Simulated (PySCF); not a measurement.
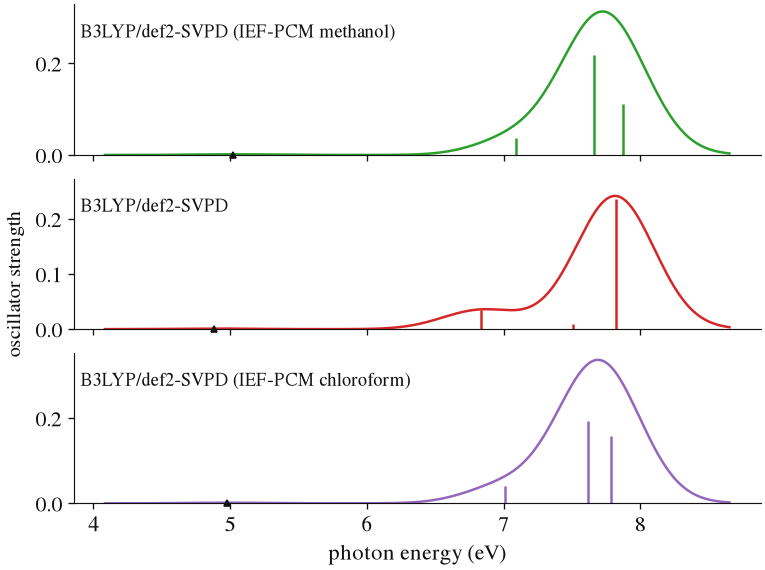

Vertical TDDFT spectra of C₂H₅N (N-methylmethanimine), SMILES C=NC at one geometry and several levels (PySCF, at a PBE0-D3(BJ)/def2-SVP geometry (no frequency check)); sticks with Gaussians of 1/e half-width 0.40 eV, the triangle marks S1, which has the same leading orbital pair at all these levels. Only the lowest states were computed, so the high end is incomplete.

Order the levels by their S1 energy.

Answer. From lowest to highest: B3LYP/def2-SVPD 4.89 eV, B3LYP/def2-SVPD (IEF-PCM chloroform) 4.98 eV, B3LYP/def2-SVPD (IEF-PCM methanol) 5.02 eV; a spread of 0.14 eV.

Caveats, for all or some of the runs: core orbitals are frozen in the response; states above the negative HOMO energy depend on the basis.
